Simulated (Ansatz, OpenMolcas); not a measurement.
C2HCl2Si (SMILES C#C[Si](Cl)Cl): methods side by side

C2HCl2Si has 6 atoms, charge 0, and is taken as a doublet. As SMILES, `C#C[Si](Cl)Cl`. The shape is that of a PBE0-D4/def2-TZVP optimisation.

| atom | x (Å) | y (Å) | z (Å) |
| --- | --- | --- | --- |
| C | 1.3245 | 0.4835 | 1.1115 |
| C | 0.5215 | 0.0954 | 0.2972 |
| Si | -0.5044 | -0.5838 | -1.0218 |
| Cl | -1.9140 | -1.8306 | -0.2261 |
| Cl | -1.4060 | 0.9370 | -2.0463 |
| H | 2.0204 | 0.8345 | 1.8394 |

Each level gives the energy change with the C2–Si3 bond stretched from 1.804 to 2.345 Å (eV). The values are calculated.

| level | kind | program | value (eV) | less CCSD(T)/cc-pVDZ | CPU time (all runs) |
| --- | --- | --- | --- | --- | --- |
| UHF/cc-pVDZ | Hartree–Fock | OpenMolcas | 1.51 | +0.21 | 17 s |
| U-revPBE/cc-pVDZ | GGA | Ansatz | 1.21 | -0.09 | 25 s |
| U-r2SCAN/cc-pVDZ | meta-GGA | Ansatz | 1.39 | +0.09 | 67 s |
| UB3LYP/cc-pVDZ | global hybrid | Ansatz | 1.32 | +0.02 | 37 s |
| UM06-2X/cc-pVDZ | hybrid meta-GGA | OpenMolcas | 1.41 | +0.11 | 80 s |
| RPA@PBE0/cc-pVDZ | RPA | Ansatz | 1.28 | -0.02 | 46 s |
| ROCCSD(T)/cc-pVDZ | coupled cluster or CI | OpenMolcas | 1.30 | 0.00 | 79 s |
| UCCSD(T)/cc-pVDZ | coupled cluster or CI | Ansatz | 1.30 | 0.00 | 2.2 min |

ROCCSD(T)/cc-pVDZ is the highest level here, not the true value. The first shape isn't each level's own minimum. The values span 1.21 to 1.51 eV. CPU times are rough (shared hosts, several kinds of processor and program).

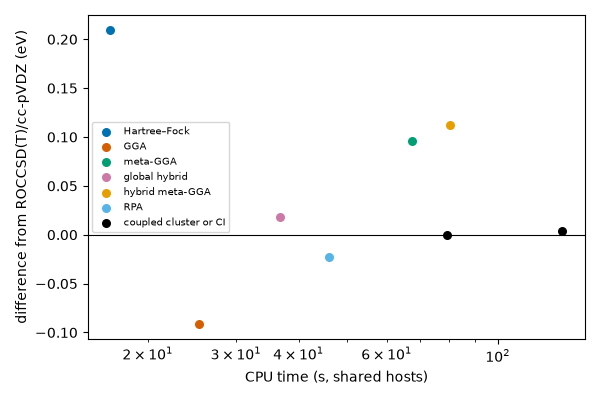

Difference from ROCCSD(T)/cc-pVDZ against processor time, one point a level.
